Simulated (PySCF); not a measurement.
Molecule: C2H10GeSSi, SMILES [SiH](C)([S][GeH3])C. Atoms near the plane z = 0.0 Å, at the GFN2-xTB optimised geometry (x, y, z in Å): Si1 (-0.9, -0.7, 0.0), S4 (1.3, -0.7, 0.0), H6 (-1.3, 0.7, 0.0).

Computed with PySCF with B3LYP/def2-TZVP. Cells within 0.4 Å of a nucleus heavier than hydrogen are left out (blank, or x). The values are rescaled to run from 0 to 1.

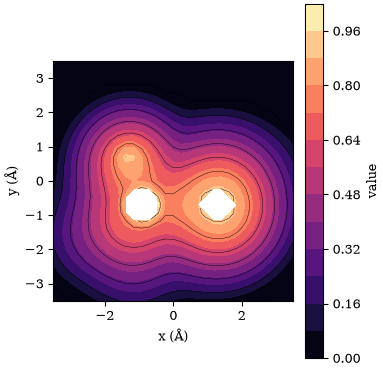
Figure. a field on the plane z = 0.0 Å.

Question: Which quantity is mapped?
(A) Laplacian of the electron density
(B) log10 of the electron density
(C) electrostatic potential
(D) an orbital amplitude

Answer: B, log10 of the electron density. In full: log10 of the electron density (e/bohr³), floored at −4.
